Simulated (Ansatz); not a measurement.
# Lattice dynamics of BeH2 (model cell, started as rutile), part 3 of 3

How does BeH2 (model cell, started as rutile) vibrate, and is this structure a minimum?

Ansatz 0.2.0; DFT PBEsol, scalar-relativistic, plane waves, PAW.

So far. Step 4 (Relaxing to small forces for the phonons): The largest force component left is 0.31 meV/Å and the pressure is 0.000 GPa, within the tolerances set. The cell now holds 5.57 Å³/atom. Step 5 (Linear response at the zone centre): Before it was imposed, the acoustic sum rule was missed by 6.3e-5 eV/Å² and the charge sum rule by 0.0024 e. Small misses are needed for a sound result but don't prove that mesh and cutoff are converged. The relaxed cell has a = 3.809, c = 2.302 Å (conventional setting).

The structure was built from a prototype and need not be the compound's stable phase.

## (6) Response at finite wavevector

Stability and thermal properties need the whole zone. Linear response on a 2×2×4 q mesh gives force constants as far as a supercell of that size would, and the tensors from the zone-centre run are typed in so that the long-range dipole term is interpolated apart.

File input.yaml:

```yaml
crystal:
  lattice:
    - [3.8085336284, 0.0, 0.0]
    - [0.0, 3.8085336284, 0.0]
    - [0.0, 0.0, 2.3022577686]
  atoms:
    - { symbol: Be, position: [0.0, 0.0, 0.0] }
    - { symbol: Be, position: [0.5, 0.5, 0.5] }
    - { symbol: H, position: [0.3028526151, 0.3028526151, 0.0] }
    - { symbol: H, position: [0.6971473849, 0.6971473849, 0.0] }
    - { symbol: H, position: [0.8028526151, 0.1971473849, 0.5] }
    - { symbol: H, position: [0.1971473849, 0.8028526151, 0.5] }
kpoints:
  mp_grid: { grid: [6, 6, 8] }
hamiltonian:
  xc: pbesol
scf:
  occupations: { method: fixed }
output:
  eigenvalues: true
phonons:
  method: dfpt
  qmesh: [2, 2, 4]
  temperatures: { t_max: 1000, t_step: 50 }
  qpath:
    path:
      - [[0.0, 0.0, 0.0], [0.0, 0.5, 0.0], [0.5, 0.5, 0.0], [0.0, 0.0, 0.0], [0.0, 0.0, 0.5], [0.0, 0.5, 0.5], [0.5, 0.5, 0.5], [0.0, 0.0, 0.5]]
      - [[0.0, 0.5, 0.0], [0.0, 0.5, 0.5]]
      - [[0.5, 0.5, 0.0], [0.5, 0.5, 0.5]]
    npoints: 10
  non_analytic_term:
    high_frequency_dielectric_tensor: [[6.4863, 0.0, 0.0], [0.0, 6.4863, 0.0], [0.0, 0.0, 6.3767]]
    born_effective_charges:
      - { species: Be, tensor: [[1.9575, 0.5636, 0.0], [0.5636, 1.9575, 0.0], [0.0, 0.0, 2.0492]] }
      - { species: Be, tensor: [[1.9575, -0.5636, 0.0], [-0.5636, 1.9575, 0.0], [0.0, 0.0, 2.0492]] }
      - { species: H, tensor: [[-0.9788, -0.4835, 0.0], [-0.4835, -0.9788, 0.0], [0.0, 0.0, -1.0246]] }
      - { species: H, tensor: [[-0.9788, -0.4835, 0.0], [-0.4835, -0.9788, 0.0], [0.0, 0.0, -1.0246]] }
      - { species: H, tensor: [[-0.9788, 0.4835, 0.0], [0.4835, -0.9788, 0.0], [0.0, 0.0, -1.0246]] }
      - { species: H, tensor: [[-0.9788, 0.4835, 0.0], [0.4835, -0.9788, 0.0], [0.0, 0.0, -1.0246]] }
    source: "zone-centre run at this cell"
```

Run with:

```bash
> ansatz run input.yaml --threads 8 --pin off --max-ram 14336MiB --backend cpu --events-out ev --progress --plain --runs-dir out
```

Numbers of over 12 decimals in the logs are rounded to 6 here.

Output:

```text
Warning: phonons: the dynamical matrix that this run interpolates holds no multipole term above the dipole-dipole one, and a site of this crystal is no centre of inversion, so its interpolated transverse optical and acoustic branches and sound speeds can stay off near Gamma, and the density of states and the thermodynamics with them. What a run solves at a wave vector of phonons.qpoints, Gamma apart, where the deck admits one, is free of this, and under fd what a larger phonons.supercell samples
[...]
Crystal: 6 atoms, lattice volume = 33.394 Å³
Basis set: ecut = 420 eV, 655 PW (Γ), exchange–correlation on 60×60×32 points (8 copies of the dense FFT grid, shifted against one another)
Bands: 10, of which v1, the nominal top of the filled ones, is band 4 counted from 1 (3 counted from 0)
Symmetry: 16 space group operations
k-points: 50 of 288
[...]
SCF iter   1: F=—  HF=-242.888044 eV  |F-HF|=—  |Δ(HF+E_count)|=         —  Δρ=5.55e-3  dr2=6.28e-3  ethr=1.77e-3  ⟨swp⟩=4.8  Hψ=3103  notcnv=0  defer=150
[...]
SCF iter   6: F=-242.886970 eV  HF=-242.886970 eV  |F-HF|=6.54e-12  |Δ(HF+E_count)|=  7.31e-11  Δρ=1.71e-7  dr2=4.23e-12  ethr=1.00e-12  ⟨swp⟩=7.4  Hψ=2670  notcnv=0
SCF 1 converged in 6 iterations: F = -242.886970 eV  dr2 = 4.23e-12
[...]
NSCF: frozen V_eff on 50 k-points
[...]
DFPT response loops at q = (0, 0, 0) (fractional): preconditioner auto → none (the input reference at scf.mixing.eps_inf says where Resta's filter doesn't serve); β = 0.50; Broyden in place of MSR1
[...]
SCF converged after 6 iterations
Free energy (F): -242.886970 eV
[...]
Internal energy: -242.886970 eV  (E = F + TS)
E sigma→0 (E₀):  -242.886970 eV
Fermi energy:    2.721694 eV
[...]
--- Band table (eV; the first three rows and the last of 50) ---
[...]
--- Phonons (Γ-DFPT): 4 representative perturbations + reference (Σ response iterations 14) ---
  ASR residual: 6.553e-5 → 0.000e0 eV/Å²; symmetrization residual: 8.826e-8 eV/Å²
  ASR residual per site (eV/Å²): 1.96e-5 1.96e-5 6.55e-5 6.55e-5 6.55e-5 6.55e-5
[...]
--- Phonons (arbitrary-q DFPT): 9 irreducible q on the 2×2×4 mesh ---
  q = [0.0000, 0.0000, 0.0000] (star 1, of the zone-centre solve; hermiticity 2.68e-8, symmetrization 7.27e-15): -0.00 -0.00 -0.00 244.90 396.04 396.04 427.13 685.59 685.59 911.89 970.94 1180.44 1180.44 1248.95 1276.18 1276.18 1573.01 1743.07
  q = [0.0000, 0.0000, 0.2500] (star 2, 4 solved perturbations in 528 linear systems a pass and spin channel, the states on 160 of 288 k-point pairs; hermiticity 1.21e-8, symmetrization 7.66e-15): 181.22 181.22 359.10 359.10 483.48 493.79 514.17 710.23 710.23 851.18 1236.13 1236.13 1267.27 1267.27 1327.82 1456.71 1552.53 1698.65
[...]
q = [0.0000, -0.5000, 0.0000] (star 2, 6 solved perturbations on 100 of 288 k-point pairs; hermiticity 1.20e-8, symmetrization 2.45e-15): 240.43 240.43 318.72 318.72 429.21 429.21 629.77 629.77 852.06 852.06 1081.36 1081.36 1200.33 1200.33 1407.50 1407.50 1686.40 1686.40
[...]
sum rule: each row above includes the acoustic sum rule's correction from the zone centre's row sums; it moved no ω² by more than (4.57 cm⁻¹)²
  mesh force constants: q→R imaginary residual 6.38e-18; ASR residual 6.553e-5 → 0.000e0 eV/Å²; symmetrization residual 3.997e-15 eV/Å²
  interpolated dispersion: 94 rows × 18 modes
  density of states and harmonic sums: on the 16×16×28 q-mesh, interpolated from the force constants of a 2×2×4 supercell (with the dipole–dipole term of supplied tensors)
  largest difference from the sums on the solved wave vectors: F 2.08e-2 eV, S 3.80e-5 and C_V 1.53e-5 eV/K
  zero-point energy: 0.996219 eV/cell   skipped modes (ω ≤ 0): 3   left out of the sums: 2.33e-5 of the cell's modes: C_V's classical limit lies that fraction below 3 k_B per atom; for a crystal, a wire or a layer, F and S can be off by more, and a phonons.interpolated_qmesh denser along its periods is the remedy for the sampling
```

It took 16 s on 8 threads of Arm Neoverse V1, shared host; peak memory 0.47 GiB.

This step gave:

```
sum-rule residual before enforcement                    : 6.55e-5 eV/Å²
lowest frequency on the path                            : 0 cm⁻¹
highest frequency on the path or at a solved wavevector : 1743 cm⁻¹
mean frequency                                          : 892.8 cm⁻¹
Debye temperature (second moment)                       : 1880 K
logarithmic mean frequency                              : 739.2 cm⁻¹
lowest mode on the q mesh (acoustic modes at Γ apart)   : 181.2 cm⁻¹
zero-point energy per atom                              : 166.0 meV
heat capacity at 300 K                                  : 9.42 J/(mol atoms K)
vibrational entropy at 300 K                            : 6.479 J/(mol atoms K)
```

Frequencies (cm⁻¹) solved at each irreducible wavevector; negative means imaginary. Frequencies by wavevector, by row:

| q in reciprocal lattice units | star | mode 1 | mode 2 | mode 3 | mode 4 | mode 16 | mode 17 | mode 18 |
| --- | --- | --- | --- | --- | --- | --- | --- | --- |
| 0 0 0 | 1 | 0 | 0 | 0 | 244.9 | 1276 | 1573 | 1743 |
| 0 0 0.25 | 2 | 181.2 | 181.2 | 359.1 | 359.1 | 1457 | 1552 | 1699 |
| 0 0 -0.5 | 1 | 230.1 | 230.1 | 266.9 | 266.9 | 1407 | 1611 | 1611 |
| 0 -0.5 0 | 2 | 240.4 | 240.4 | 318.7 | 318.7 | 1408 | 1686 | 1686 |
| 0 -0.5 0.25 | 4 | 215.9 | 215.9 | 360.2 | 360.2 | 1434 | 1632 | 1632 |
| 0 -0.5 -0.5 | 2 | 211.8 | 211.8 | 281.6 | 281.6 | 1494 | 1580 | 1580 |
| -0.5 -0.5 0 | 1 | 232.5 | 232.5 | 233.7 | 233.7 | 1272 | 1703 | 1703 |
| -0.5 -0.5 0.25 | 2 | 247.3 | 247.3 | 403.2 | 403.2 | 1303 | 1670 | 1670 |
| -0.5 -0.5 -0.5 | 1 | 279.6 | 279.6 | 285.5 | 285.5 | 1359 | 1642 | 1642 |

Interpolated from a 2×2×4 q mesh, rough between the solved points, with the LO-TO term (at Γ the limit along the path; where Γ stands inside the path, tables give the limit on arrival). The phonon branches at the labelled points (cm⁻¹):

| point | branch 1 | branch 2 | branch 3 | branch 4 | branch 15 | branch 16 | branch 17 | branch 18 |
| --- | --- | --- | --- | --- | --- | --- | --- | --- |
| Γ | 0 | 0 | 0 | 245 | 1276 | 1573 | 1595 | 1743 |
| X | 240 | 240 | 319 | 319 | 1408 | 1408 | 1686 | 1686 |
| M | 232 | 232 | 234 | 234 | 1272 | 1272 | 1703 | 1703 |
| Γ | 0 | 0 | 0 | 245 | 1276 | 1573 | 1595 | 1743 |
| Z | 230 | 230 | 267 | 267 | 1407 | 1407 | 1611 | 1611 |
| R | 212 | 212 | 282 | 282 | 1494 | 1494 | 1580 | 1580 |
| A | 280 | 280 | 286 | 286 | 1359 | 1359 | 1642 | 1642 |
| Z | 230 | 230 | 267 | 267 | 1407 | 1407 | 1611 | 1611 |
| jump to X | 240 | 240 | 319 | 319 | 1408 | 1408 | 1686 | 1686 |
| R | 212 | 212 | 282 | 282 | 1494 | 1494 | 1580 | 1580 |
| jump to M | 232 | 232 | 234 | 234 | 1272 | 1272 | 1703 | 1703 |
| A | 280 | 280 | 286 | 286 | 1359 | 1359 | 1642 | 1642 |

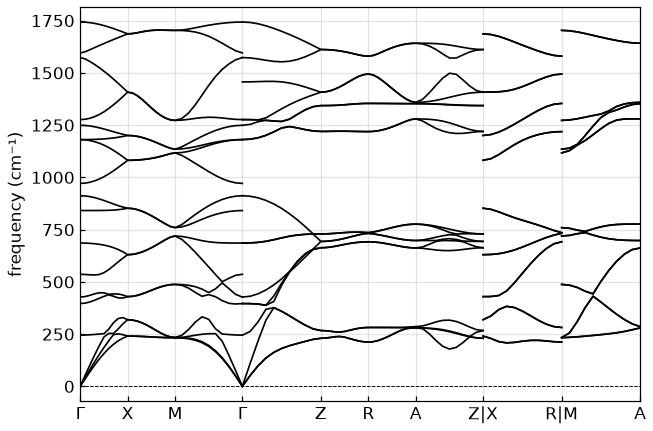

Phonon branches along the path.

The phonon density of states has structure finer than the step of the table below, so its rows give means over 100 cm⁻¹, whole bins alone (the curve runs from 10 to 1750 cm⁻¹). Peaks (cm⁻¹: height): 230.0: 0.0275, 450.0: 0.0162, 690.0: 0.0260, 1210.0: 0.0294, 1350.0: 0.0225, 1490.0: 0.0123, 1650.0: 0.0153.

Tetrahedra on a 16×16×28 mesh, mean over bins of 20 cm-1. Interpolated from a 2×2×4 q mesh, rough between the solved points. Table of phonon density of states by wavenumber; means over each step:

| wavenumber (cm⁻¹) | phonon density of states (1/cm⁻¹/cell) |
| --- | --- |
| 100 | 8.5e-4 |
| 200 | 0.0170 |
| 300 | 0.0154 |
| 400 | 0.0113 |
| 500 | 0.00776 |
| 600 | 0.00970 |
| 700 | 0.0223 |
| 800 | 0.0136 |
| 900 | 0.00207 |
| 1000 | 5.0e-4 |
| 1100 | 0.00454 |
| 1200 | 0.0207 |
| 1300 | 0.0181 |
| 1400 | 0.0104 |
| 1500 | 0.00608 |
| 1600 | 0.0101 |
| 1700 | 0.00951 |

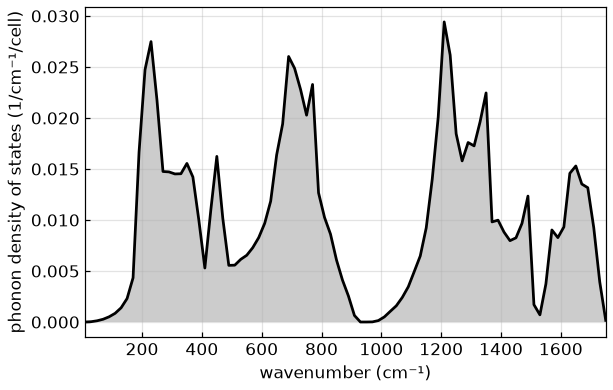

Phonon density of states against wavenumber.

The partial phonon density of states has structure finer than the step of the table below, so its rows give means over 100 cm⁻¹, whole bins alone (the curve runs from -10 to 1805 cm⁻¹). Peaks (cm⁻¹: height): Be 229.8: 0.0246, 446.7: 0.0115, 663.6: 0.00822; H 720.7: 0.0220, 1223.1: 0.0266, 1337.3: 0.0207, 1645.5: 0.0149.

Phonopy on the run's constants, 15x15x21 mesh, Gaussian sigma 13.0 cm-1. Interpolated from a 2×2×4 q mesh, rough between the solved points. Table of partial phonon density of states by wavenumber; means over each step; values in 1/cm⁻¹/cell:

| wavenumber (cm⁻¹) | Be | H |
| --- | --- | --- |
| 100 | 7.7e-4 | 1.3e-4 |
| 200 | 0.0160 | 7.3e-4 |
| 300 | 0.0148 | 7.4e-4 |
| 400 | 0.0101 | 0.00133 |
| 500 | 0.00613 | 0.00162 |
| 600 | 0.00517 | 0.00455 |
| 700 | 0.00471 | 0.0176 |
| 800 | 2.1e-4 | 0.0132 |
| 900 | 7.9e-6 | 0.00217 |
| 1000 | 6.7e-5 | 4.8e-4 |
| 1100 | 3.1e-4 | 0.00430 |
| 1200 | 5.6e-4 | 0.0198 |
| 1300 | 4.8e-4 | 0.0179 |
| 1400 | 2.7e-4 | 0.0101 |
| 1500 | 1.9e-4 | 0.00601 |
| 1600 | 9.5e-5 | 0.00989 |
| 1700 | 8.6e-5 | 0.00940 |

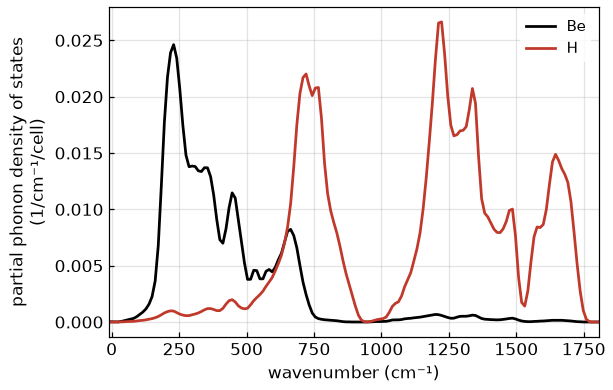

Partial phonon density of states, plotted against wavenumber.

Harmonic thermodynamic functions per atom, from the density of states. Interpolated from a 2×2×4 q mesh, rough between the solved points. Thermodynamic functions, by row:

| T (K) | F_vib (meV/atom) | S (J/mol-atom/K) | C_V (J/mol-atom/K) |
| --- | --- | --- | --- |
| 0 | 166 | 0 | 0 |
| 50 | 166 | 0.069 | 0.295 |
| 100 | 165.8 | 0.764 | 2.051 |
| 200 | 163.8 | 3.4 | 5.939 |
| 300 | 158.7 | 6.479 | 9.42 |
| 400 | 150.3 | 9.617 | 12.46 |
| 500 | 138.8 | 12.68 | 14.96 |
| 600 | 124.1 | 15.59 | 16.93 |
| 700 | 106.5 | 18.32 | 18.46 |
| 800 | 86.19 | 20.86 | 19.62 |
| 900 | 63.33 | 23.23 | 20.53 |
| 1000 | 38.1 | 25.43 | 21.23 |

Harmonic mean-square displacement, third of the trace. Interpolated from a 2×2×4 q mesh, rough between the solved points. Mean square displacements, by row:

| T (K) | Be1 U_eq (Å²) | Be2 U_eq (Å²) | H3 U_eq (Å²) | H4 U_eq (Å²) | H5 U_eq (Å²) | H6 U_eq (Å²) |
| --- | --- | --- | --- | --- | --- | --- |
| 0 | 0.00588 | 0.00588 | 0.01713 | 0.01713 | 0.01713 | 0.01713 |
| 100 | 0.00632 | 0.00632 | 0.01732 | 0.01732 | 0.01732 | 0.01732 |
| 300 | 0.01075 | 0.01075 | 0.01929 | 0.01929 | 0.01929 | 0.01929 |
| 600 | 0.01944 | 0.01944 | 0.02546 | 0.02546 | 0.02546 | 0.02546 |

Symmetry leaves 9 wavevectors to solve. The lowest mode among them, the acoustic zeros apart, lies at q = (0, 0, 0.25) and is real, 181 cm⁻¹.

## (7) Outcome

| Quantity | Value |
| --- | --- |
| space group after relaxation (within 0.01 Å) | P4_2/mnm |
| volume per atom | 5.57 Å³ |
| gap on the k-mesh | 3.34 eV |
| highest optical mode at the zone centre (no LO-TO term) | 1743 cm⁻¹ |
| top of the zone-centre spectrum with the field | 1743 cm⁻¹ |
| lowest optical zone-centre mode | 245 cm⁻¹ |
| mean high-frequency dielectric constant | 6.45 |
| mean static dielectric constant | 23.4 |
| largest Born charge (third of the trace) | 1.99 e |
| lowest mode on the q mesh (acoustic modes at Γ apart) | 181 cm⁻¹ |
| highest frequency on the path or at a solved wavevector | 1743 cm⁻¹ |
| zero-point energy per atom | 166 meV |
| heat capacity at 300 K | 9.42 J/(mol atoms K) |
| vibrational entropy at 300 K | 6.48 J/(mol atoms K) |
| Debye temperature (second moment) | 1880 K |
| imaginary modes on the 2×2×4 q mesh | none |

**Reading.** The structure is a minimum as far as tested: no mode is imaginary at the 9 irreducible wavevectors of the 2×2×4 mesh, and the softest away from the acoustic zeros lies at 181 cm⁻¹. Without the field, the optical modes at Γ span 245 to 1743 cm⁻¹. The highest mode in this list at Γ, 1743.1 cm⁻¹, is mostly motion of H (100 % of the kinetic energy). The macroscopic field leaves the top of the zone-centre spectrum where it is. Lattice motion raises the mean dielectric constant from 6.450 to 23.40. The strongest infrared line is at 1276 cm⁻¹. Averaged over orientations, the strongest Raman line at 532 nm and 300 K is at 1573 cm⁻¹. With the field response the log warns that the k mesh is coarse for the force constants too, so the frequencies may not be converged. The q mesh stands for a supercell only 7.6 Å across, so branches between the solved wavevectors are rough. The program warns that the interpolation holds no quadrupole term, so branches close to Γ can be off in this crystal. The starting cell was built on a prototype and not taken from a measurement, so the phase need not exist. These are harmonic frequencies at zero temperature: anharmonic shifts, linewidths and thermal expansion are left out.

[Logs are printed without paths, hosts, clocks, repeated set-up lines and the standing remarks that a program may print on its own settings, such as how far it seeks lower states.]

[Hosts, paths, dates, database ids (printed as entryN), source tags and the programs' standing remarks are cut or masked in the printed files.]
